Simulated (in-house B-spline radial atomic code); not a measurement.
**W²⁺: density, ELF and screening along the radius**

How do the shells of W²⁺ show in real space, and how much do the settings move them?

Method: several methods, spin-polarised, as named in each step; spherical all-electron atom at the radial basis limit. Code: in-house B-spline radial atomic code version 1.

## Step 1: What is computed

```
element       : tungsten (Z = 74)
charge        : +2
electrons     : 72
configuration : [Xe] 4f14 5d4
nucleus       : point (non-relativistic runs) or finite (X2C runs)
```

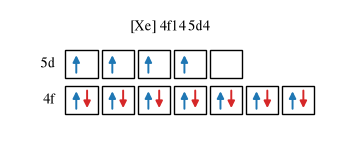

Outer shells as boxes.

Where spins are not typed, each open shell is filled with up spins first.

## Step 2: LDA (VWN5), non-rel.

Settings, as recorded:

```ini
Z = 74
electrons = 72.0
configuration = [Xe] 4f14 5d4
hamiltonian = nr
method = lda,vwn
spin_polarised = True
```

Started as:

```console
python run_scf.py task.json out
```

task.json lists these runs, among others, and the program works through them in turn.

From the run's result record (rounded, not every field):

```text
{
  "status": "converged",
  "scf [iteration, energy, orbital gradient]": [
    [1, -15280.4038536, 0.758],
    [2, -15281.300008, 0.258],
    [3, -15282.5635397, 0.091],
    [4, -15282.7036192, 0.0327],
    [5, -15282.6662965, 0.0536],
    [6, -15282.7241509, 0.00963],
    [7, -15282.7259674, 0.000211],
    [8, -15282.7259686, 5.76e-05],
    [9, -15282.7259687, 4.53e-06],
    [10, -15282.7259687, 2.12e-07]
  ],
  "energy [hartree]": {"total": -15282.7259687, "kinetic": 15277.1789786, "nuclear": -36362.4833414, "coulomb": 6101.1522192, "xc": -298.573825151},
  "orbitals [hartree, bohr; first row names the columns]": [
    ["name", "occ", "eps", "<r>", "<r^2>", "<1/r>", "r_max", "density_at_nucleus", "spin_orbit_zeta"],
    ["1s up", 1.0, -2341.6007, 0.020482, 0.00056059, 73.41, 0.01359, 126930.0, "-"],
    ["1s down", 1.0, -2341.6007, 0.020482, 0.00056059, 73.41, 0.01359, 126930.0, "-"],
    ["2s up", 1.0, -385.41457, 0.086528, 0.0087748, 17.217, 0.074039, 13938.0, "-"],
    ["2s down", 1.0, -385.40729, 0.086528, 0.0087748, 17.217, 0.074039, 13938.0, "-"],
    ["2p up", 3.0, -369.57182, 0.073173, 0.0064851, 17.256, 0.057453, "-", 27.139],
    ["2p down", 3.0, -369.56603, 0.073173, 0.006485, 17.256, 0.057453, "-", 27.139],
    ["3s up", 1.0, -88.424519, 0.21986, 0.055058, 6.6172, 0.20347, 3065.4, "-"],
    ["3s down", 1.0, -88.42134, 0.21986, 0.055056, 6.6173, 0.20347, 3065.5, "-"],
    ["3p up", 3.0, -81.058848, 0.20987, 0.050897, 6.571, 0.19165, "-", 5.7782],
    ["3p down", 3.0, -81.055637, 0.20986, 0.050895, 6.571, 0.19165, "-", 5.7782],
    ["3d up", 5.0, -67.282142, 0.184, 0.039572, 6.4956, 0.15107, "-", 0.91401],
    ["3d down", 5.0, -67.277269, 0.184, 0.039572, 6.4956, 0.15107, "-", 0.91398],
    ["4s up", 1.0, -18.129583, 0.49038, 0.27113, 2.8551, 0.45768, 739.87, "-"],
    ["4s down", 1.0, -18.123075, 0.49033, 0.27106, 2.8551, 0.4577, 739.83, "-"],
    ["4p up", 3.0, -15.054079, 0.49741, 0.28115, 2.7638, 0.4584, "-", 1.315],
    ["4p down", 3.0, -15.047134, 0.49732, 0.28102, 2.764, 0.45842, "-", 1.3151],
    ["4d up", 5.0, -9.4393254, 0.51405, 0.30597, 2.5664, 0.45464, "-", 0.17794],
    ["4d down", 5.0, -9.4308231, 0.51378, 0.30557, 2.5672, 0.45466, "-", 0.17803],
    ["5s up", 1.0, -2.9846577, 1.1716, 1.5423, 1.1235, 1.0533, 127.11, "-"],
    ["5s down", 1.0, -2.9141693, 1.1648, 1.5245, 1.1318, 1.0488, 129.53, "-"],
    ["5p up", 3.0, -2.0965603, 1.2966, 1.9042, 1.0065, 1.135, "-", 0.18817],
    ["5p down", 3.0, -2.0172795, 1.2882, 1.8808, 1.0151, 1.1284, "-", 0.19258],
    ["4f up", 7.0, -2.1134531, 0.59048, 0.43483, 2.1305, 0.4211, "-", 0.024808],
    ["4f down", 7.0, -2.0984534, 0.58703, 0.42835, 2.1376, 0.4209, "-", 0.024963],
    ["5d up", 4.0, -0.79888083, 1.8286, 3.9036, 0.70503, 1.4601, "-", 0.012686]
  ],
  "sum_r [bohr^k]": {"-1": 491.3849, "1": 38.94366, "2": 42.23374},
  "density_at_nucleus [bohr^-3]": 289606.5,
  "spin_density_at_nucleus [bohr^-3]": -2.65236,
  "mass_velocity [hartree]": -2527.298,
  "darwin [hartree]": 1792.63,
  "radius_at_0.001 [bohr]": 3.668,
  "radius_enclosing_fraction [bohr]": {"0.5": 0.3898, "0.9": 1.267, "0.99": 2.536},
  "slater [hartree]": {
    "F0(5p up,5p up)": 0.69452,
    "F2(5p up,5p up)": 0.37415,
    "F0(5p up,5p down)": 0.69679,
    "F2(5p up,5p down)": 0.3752,
    "F0(5p up,5d up)": 0.56894,
    "F2(5p up,5d up)": 0.27887,
    "G1(5p up,5d up)": 0.33649,
    "G3(5p up,5d up)": 0.2068,
    "F0(5p down,5p down)": 0.6991,
    "F2(5p down,5p down)": 0.3763,
    "F0(5p down,5d up)": 0.57008,
    "F2(5p down,5d up)": 0.27842,
    "F0(5d up,5d up)": 0.49514,
    "F2(5d up,5d up)": 0.25592,
    "F4(5d up,5d up)": 0.16825
  }
}
```

It took 0.48 s on 1 thread, shared host.

radius_at_0.001 is where the density falls to 0.001 electrons per bohr³.

The record's radial tables, every 2nd point:

```
r (bohr)  4πr²n (1/bohr)       ELF  screened charge r·V (e)  reduced gradient s  4πr²(n↑−n↓)
 0.00354           27.02    0.9985                    72.28              0.4289   -0.0002478
 0.00543           48.15    0.9968                    71.40              0.4682   -0.0004447
 0.00834           74.31    0.9899                    70.10              0.5316   -0.0007086
  0.0128           93.06    0.9462                    68.25              0.6251   -0.0009976
  0.0196           91.68    0.6599                    65.70              0.6924    -0.001233
  0.0302           87.88    0.3279                    62.14              0.4679    0.0006555
  0.0463           115.8    0.5998                    57.36              0.2729      0.02132
  0.0711           128.6    0.6756                    51.23              0.4213       0.1078
   0.109           106.0    0.3666                    43.87              0.3360       0.2176
   0.167           120.6    0.6840                    35.35              0.2904      0.07060
   0.257           74.02    0.3616                    26.50              0.4903      0.04147
   0.395           74.36    0.6115                    17.61              0.1843       0.4175
   0.606           48.91    0.5996                    10.41              0.5355     -0.03013
   0.930           18.06    0.3305                    5.965              0.4982        1.055
    1.43           9.676    0.6589                    3.271              0.6609        2.631
    2.19           2.455    0.3324                    2.236               1.303        1.563
    3.36          0.2966   0.06070                    2.019               3.036       0.2777
    5.17        0.009318  0.001355                    2.000               12.82     0.009288
```

## Step 3: PBE, non-rel.

Settings, as recorded:

```ini
Z = 74
electrons = 72.0
configuration = [Xe] 4f14 5d4
hamiltonian = nr
method = pbe,pbe
spin_polarised = True
```

Results of the run:

```text
{
  "status": "converged",
  "scf [iteration, energy, orbital gradient]": [
    [1, -15288.1309415, 0.932],
    [2, -15289.0769125, 0.255],
    [3, -15290.3260975, 0.0885],
    [4, -15290.4589669, 0.0317],
    [5, -15290.4256396, 0.0499],
    [6, -15290.4775727, 0.00969],
    [7, -15290.4794428, 0.000206],
    [8, -15290.479444, 6.22e-05],
    [9, -15290.4794441, 4.25e-06],
    [10, -15290.4794441, 4.46e-07]
  ],
  "energy [hartree]": {"total": -15290.4794441, "kinetic": 15286.535279, "nuclear": -36372.4794637, "coulomb": 6101.86235295, "xc": -306.397612472},
  "orbitals [hartree, bohr; first row names the columns]": [
    ["name", "occ", "eps", "<r>"],
    ["1s up", 1.0, -2343.3536, 0.020471],
    ["1s down", 1.0, -2343.3538, 0.020471],
    ["2s up", 1.0, -385.63575, 0.086487],
    ["2s down", 1.0, -385.62808, 0.086486],
    ["2p up", 3.0, -369.66315, 0.073158],
    ["2p down", 3.0, -369.65745, 0.073157],
    ["3s up", 1.0, -88.473173, 0.21968],
    ["3s down", 1.0, -88.471049, 0.21967],
    ["3p up", 3.0, -81.071594, 0.20975],
    ["3p down", 3.0, -81.069296, 0.20975],
    ["3d up", 5.0, -67.275535, 0.18394],
    ["3d down", 5.0, -67.270883, 0.18395],
    ["4s up", 1.0, -18.163446, 0.48985],
    ["4s down", 1.0, -18.158178, 0.48985],
    ["4p up", 3.0, -15.070805, 0.49699],
    ["4p down", 3.0, -15.065212, 0.49696],
    ["4d up", 5.0, -9.4370495, 0.51375],
    ["4d down", 5.0, -9.4300687, 0.51356],
    ["5s up", 1.0, -2.9763232, 1.1739],
    ["5s down", 1.0, -2.8981404, 1.1647],
    ["5p up", 3.0, -2.0896079, 1.2988],
    ["5p down", 3.0, -1.9995255, 1.2879],
    ["4f up", 7.0, -2.0956847, 0.5907],
    ["4f down", 7.0, -2.0820436, 0.58683],
    ["5d up", 4.0, -0.79332166, 1.8266]
  ],
  "sum_r [bohr^k]": {"-1": 491.52, "1": 38.9361, "2": 42.21549}
}
```

Wall time 0.26 s (1 thread, shared host).

The record's radial tables, every 4th point:

```
r (bohr)  4πr²n (1/bohr)      ELF  screened charge r·V (e)  reduced gradient s  4πr²(n↑−n↓)
 0.00354           27.06   0.9985                    72.28              0.4290   -0.0003104
 0.00833           74.32   0.9900                    70.10              0.5315   -0.0008844
  0.0196           91.68   0.6595                    65.70              0.6928    -0.001640
  0.0463           115.9   0.6002                    57.36              0.2726      0.01983
   0.109           106.0   0.3661                    43.87              0.3359       0.2164
   0.257           73.89   0.3609                    26.50              0.4919      0.03885
   0.605           49.13   0.6016                    10.43              0.5358     -0.03863
    1.43           9.720   0.6606                    3.267              0.6593        2.667
    3.36          0.2929  0.05933                    2.020               3.019       0.2742
```

## Step 4: Hartree-Fock, non-rel.

Settings, as recorded:

```ini
Z = 74
electrons = 72.0
configuration = [Xe] 4f14 5d4
hamiltonian = nr
method = hf
spin_polarised = True
```

Results of the run:

```text
{
  "status": "converged",
  "scf [iteration, energy, orbital gradient]": [
    [1, -15284.5554481, 1.0],
    [2, -15286.1319002, 0.189],
    [3, -15286.869123, 0.0374],
    [4, -15286.8746445, 0.0168],
    [5, -15286.876748, 0.00243],
    [6, -15286.8768364, 0.000613],
    [7, -15286.8768459, 0.000213],
    [8, -15286.8768467, 3.99e-05],
    [9, -15286.8768467, 6.09e-06],
    [10, -15286.8768467, 1.75e-06],
    [11, -15286.8768467, 1.7e-07]
  ],
  "energy [hartree]": {"total": -15286.8768467, "kinetic": 15286.8768276, "nuclear": -36377.1366904, "coulomb": 6106.15448739, "exact_exchange": -302.771471297},
  "orbitals [hartree, bohr; first row names the columns]": [
    ["name", "occ", "eps", "<r>"],
    ["1s up", 1.0, -2363.375, 0.02047],
    ["1s down", 1.0, -2363.376, 0.02047],
    ["2s up", 1.0, -394.01553, 0.086428],
    ["2s down", 1.0, -394.00083, 0.086427],
    ["2p up", 3.0, -377.11657, 0.073202],
    ["2p down", 3.0, -377.10213, 0.0732],
    ["3s up", 1.0, -92.467654, 0.21911],
    ["3s down", 1.0, -92.465345, 0.21909],
    ["3p up", 3.0, -84.604453, 0.2095],
    ["3p down", 3.0, -84.602207, 0.20948],
    ["3d up", 5.0, -70.14075, 0.18401],
    ["3d down", 5.0, -70.130617, 0.18403],
    ["4s up", 1.0, -20.149262, 0.48835],
    ["4s down", 1.0, -20.138543, 0.48835],
    ["4p up", 3.0, -16.807216, 0.49605],
    ["4p down", 3.0, -16.793844, 0.49605],
    ["4d up", 5.0, -10.74412, 0.51376],
    ["4d down", 5.0, -10.719528, 0.51383],
    ["5s up", 1.0, -3.556565, 1.1931],
    ["5s down", 1.0, -3.3719014, 1.1759],
    ["5p up", 3.0, -2.5200752, 1.3158],
    ["5p down", 3.0, -2.2676033, 1.2953],
    ["4f up", 7.0, -2.7577002, 0.58424],
    ["4f down", 7.0, -2.740618, 0.5778],
    ["5d up", 4.0, -0.99290287, 1.8053]
  ],
  "sum_r [bohr^k]": {"-1": 491.5829, "1": 38.83693, "2": 41.81865}
}
```

Wall time 0.49 s (1 thread, shared host).

Fields along the radius, from the same record (one point in 4):

```
r (bohr)  4πr²n (1/bohr)      ELF  screened charge r·V (e)  reduced gradient s  4πr²(n↑−n↓)
 0.00353           26.95   0.9985                    72.28              0.4285   -0.0005156
 0.00830           74.12   0.9902                    70.11              0.5306    -0.001460
  0.0195           91.79   0.6656                    65.73              0.6936    -0.002872
  0.0460           115.3   0.5952                    57.44              0.2715      0.01582
   0.108           105.9   0.3646                    44.03              0.3431       0.2206
   0.255           74.61   0.3698                    26.64              0.4990    -0.006927
   0.600           50.58   0.6147                    10.49              0.5294     -0.06663
    1.41           10.04   0.6747                    3.318              0.6310        2.737
    3.32          0.2950  0.05929                    2.018               3.121       0.2741
```

## Step 5: exchange-only LDA, non-rel.

Changes to the settings of step 4:

```diff
@@ -4,3 +4,3 @@
 hamiltonian = nr
-method = hf
+method = lda,
 spin_polarised = True
```

Results of the run:

```text
{
  "status": "converged",
  "scf [iteration, energy, orbital gradient]": [
    [1, -15272.9657239, 0.757],
    [2, -15273.8619528, 0.253],
    [3, -15275.056328, 0.0893],
    [4, -15275.1926308, 0.0327],
    [5, -15275.1550727, 0.0535],
    [6, -15275.2129247, 0.00966],
    [7, -15275.2147856, 0.000202],
    [8, -15275.2147866, 6.06e-05],
    [9, -15275.2147867, 4.84e-06],
    [10, -15275.2147867, 3.98e-07]
  ],
  "energy [hartree]": {"total": -15275.2147867, "kinetic": 15275.2147623, "nuclear": -36357.3228394, "coulomb": 6097.86959643, "xc": -290.976305993},
  "orbitals [hartree, bohr; first row names the columns]": [
    ["name", "occ", "eps", "<r>"],
    ["1s up", 1.0, -2341.4927, 0.020482],
    ["1s down", 1.0, -2341.4928, 0.020482],
    ["2s up", 1.0, -385.32972, 0.08653],
    ["2s down", 1.0, -385.32262, 0.086529],
    ["2p up", 3.0, -369.48471, 0.073175],
    ["2p down", 3.0, -369.47911, 0.073174],
    ["3s up", 1.0, -88.352372, 0.21987],
    ["3s down", 1.0, -88.349584, 0.21986],
    ["3p up", 3.0, -80.985982, 0.20988],
    ["3p down", 3.0, -80.983153, 0.20987],
    ["3d up", 5.0, -67.208072, 0.18401],
    ["3d down", 5.0, -67.203524, 0.18401],
    ["4s up", 1.0, -18.063249, 0.49044],
    ["4s down", 1.0, -18.056995, 0.49038],
    ["4p up", 3.0, -14.98791, 0.49748],
    ["4p down", 3.0, -14.981173, 0.49737],
    ["4d up", 5.0, -9.3737636, 0.51418],
    ["4d down", 5.0, -9.3652998, 0.51386],
    ["5s up", 1.0, -2.933907, 1.1737],
    ["5s down", 1.0, -2.8499804, 1.1636],
    ["5p up", 3.0, -2.0484281, 1.3005],
    ["5p down", 3.0, -1.9514631, 1.2857],
    ["4f up", 7.0, -2.0503068, 0.59142],
    ["4f down", 7.0, -2.0340571, 0.58712],
    ["5d up", 4.0, -0.7609467, 1.8526]
  ],
  "sum_r [bohr^k]": {"-1": 491.3152, "1": 39.05365, "2": 42.71468}
}
```

It took 0.24 s on 1 thread, shared host.

Fields along the radius, from the same record (one point in 4):

```
r (bohr)  4πr²n (1/bohr)      ELF  screened charge r·V (e)  reduced gradient s  4πr²(n↑−n↓)
 0.00355           27.14   0.9985                    72.28              0.4291   -0.0003324
 0.00837           74.52   0.9898                    70.09              0.5322   -0.0009650
  0.0198           91.45   0.6481                    65.63              0.6918    -0.002051
  0.0466           116.4   0.6052                    57.28              0.2736      0.01858
   0.110           106.0   0.3671                    43.70              0.3291       0.2090
   0.259           73.16   0.3519                    26.35              0.4855      0.03432
   0.612           47.75   0.5891                    10.30              0.5433     -0.04299
    1.44           9.483   0.6560                    3.268              0.6693        2.592
    3.41          0.2914  0.06143                    2.020               2.997       0.2761
```

## Step 6: LDA (VWN5), X2C

Settings, as recorded:

```ini
Z = 74
electrons = 72.0
configuration = [Xe] 4f14 5d4
hamiltonian = x2c
method = lda,vwn
spin_polarised = True
nucleus = fermi
rms_radius = 5.3658
mass_number = 184
atomic_mass = 183.95093318
speed_of_light = 137.035999084
```

Results of the run:

```text
{
  "status": "converged",
  "scf [iteration, energy, orbital gradient]": [
    [1, -16131.3224046, 0.49],
    [2, -16131.8347445, 0.169],
    [3, -16132.3143936, 0.0745],
    [4, -16132.4099065, 0.0289],
    [5, -16132.3713425, 0.0536],
    [6, -16132.4285547, 0.00186],
    [7, -16132.428622, 0.00027],
    [8, -16132.4286231, 7.91e-05],
    [9, -16132.4286233, 3.24e-06],
    [10, -16132.4286233, 5.3e-08]
  ],
  "energy [hartree]": {"total": -16132.4286233, "kinetic": 18176.8239282, "nuclear": -40280.183105, "coulomb": 6288.75824037, "xc": -317.827686828},
  "orbitals [hartree, bohr; first row names the columns]": [
    ["name", "occ", "eps", "<r>"],
    ["1s up", 1.0, -2543.2883, 0.01756],
    ["1s down", 1.0, -2543.2885, 0.01756],
    ["2s up", 1.0, -439.46704, 0.076832],
    ["2s down", 1.0, -439.46057, 0.076832],
    ["2p up", 3.0, -385.97416, 0.068893],
    ["2p down", 3.0, -385.96885, 0.068893],
    ["3s up", 1.0, -101.66567, 0.20079],
    ["3s down", 1.0, -101.66309, 0.20079],
    ["3p up", 3.0, -85.73132, 0.2007],
    ["3p down", 3.0, -85.728551, 0.20069],
    ["3d up", 5.0, -66.719049, 0.1824],
    ["3d down", 5.0, -66.714592, 0.1824],
    ["4s up", 1.0, -21.414478, 0.44994],
    ["4s down", 1.0, -21.408506, 0.44994],
    ["4p up", 3.0, -16.154814, 0.47753],
    ["4p down", 3.0, -16.148785, 0.47748],
    ["4d up", 5.0, -9.3236802, 0.51197],
    ["4d down", 5.0, -9.3161998, 0.51172],
    ["5s up", 1.0, -3.5170973, 1.0708],
    ["5s down", 1.0, -3.4590628, 1.0644],
    ["5p up", 3.0, -2.2209277, 1.2499],
    ["5p down", 3.0, -2.1461444, 1.24],
    ["4f up", 7.0, -1.8237332, 0.61001],
    ["4f down", 7.0, -1.8085829, 0.60555],
    ["5d up", 4.0, -0.77565555, 1.8673]
  ],
  "sum_r [bohr^k]": {"-1": 562.931, "1": 38.49854, "2": 41.78074}
}
```

Run time: 0.38 s. Hardware: 1 thread, shared host.

The record's radial tables, every 4th point:

```
r (bohr)  4πr²n (1/bohr)      ELF  screened charge r·V (e)  reduced gradient s  4πr²(n↑−n↓)
 0.00356           55.49   0.9985                    72.07              0.6667   -0.0005970
 0.00840           99.73   0.9820                    69.74              0.6703    -0.001089
  0.0198           91.42   0.4642                    65.20              0.7024    -0.001863
  0.0468           129.9   0.7002                    56.69              0.3097      0.02423
   0.110           105.5   0.3644                    43.26              0.2752       0.2055
   0.261           68.54   0.2960                    25.95              0.4628      0.04564
   0.616           45.45   0.5398                    10.10              0.5414     -0.05353
    1.45           8.867   0.5935                    3.184              0.7253        2.563
    3.43          0.2861  0.06243                    2.019               2.986       0.2759
```

## Step 7: The runs side by side

| run | total energy (hartree) | highest level (eV) | radius holding 50 / 90 / 99 % (bohr) | radius at n = 0.001 (bohr) | ELF minima on the full grid (bohr) |
| --- | --- | --- | --- | --- | --- |
| LDA (VWN5), non-rel. | -15282.7260 | -21.739 | 0.390 / 1.27 / 2.54 | 3.67 | 0.030, 0.11, 0.32, 0.93 |
| PBE, non-rel. | -15290.4794 | -21.587 | 0.390 / 1.27 / 2.53 | 3.67 | 0.030, 0.11, 0.32, 0.93 |
| Hartree-Fock, non-rel. | -15286.8768 | -27.018 | 0.390 / 1.27 / 2.51 | 3.63 | 0.030, 0.11, 0.32, 0.92 |
| exchange-only LDA, non-rel. | -15275.2148 | -20.706 | 0.390 / 1.27 / 2.57 | 3.71 | 0.030, 0.11, 0.32, 0.94 |
| LDA (VWN5), X2C | -16132.4286 | -21.107 | 0.385 / 1.24 / 2.56 | 3.72 | 0.025, 0.11, 0.26, 0.76 |

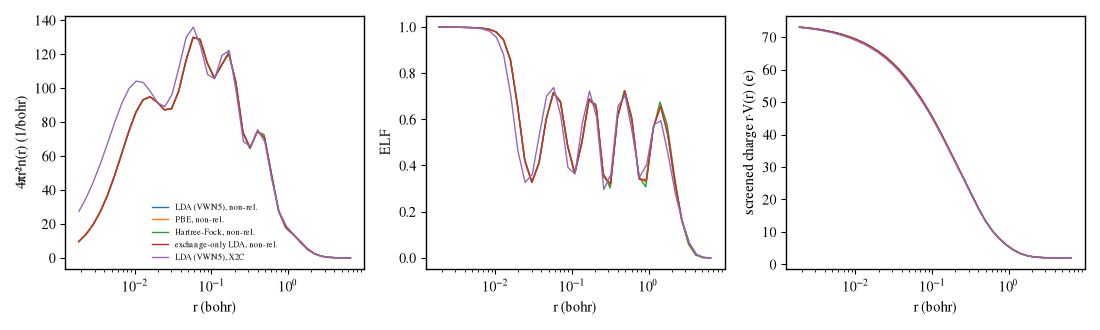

Radial density, ELF and screened nuclear charge of all runs.

What this shows: In the first run ELF has 4 minima on the grid, which mark the borders between shells. On the record's full grid the screened charge (r times the electrostatic potential) falls from 73.9 near the nucleus to 2.00 at 6.4 bohr; far out it tends to the net charge, 2. The radius that holds 99 % of the electrons runs from 2.51 bohr (Hartree-Fock, non-rel.) to 2.57 bohr (exchange-only LDA, non-rel.). The grid is coarse (about 24 % a step), so the places of minima are rough. For X2C runs ELF uses the non-relativistic kinetic energy density, and the fields carry no picture-change correction.

Members of this set that are not shown: 3 used exact exchange with fractional occupations of an open shell, which is unsound here.
